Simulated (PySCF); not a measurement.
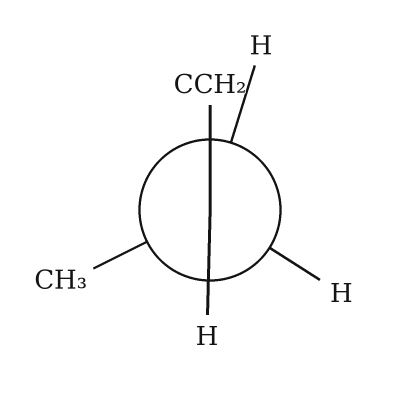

A Newman projection along the C–C bond, carbon in front; angles are drawn as computed, but eclipsed bonds slightly apart. Computed geometry: PBE0-D3(BJ)/def2-TZVP optimisation. No frequency run is at hand to confirm it as a minimum.

Which molecule is it?

C5H8, C=C=CCC

What is the torsion angle from the front CCH2 to the back CH3? The sign is positive where the front bond must turn clockwise to cover the back bond.

−117°, anticlinal.
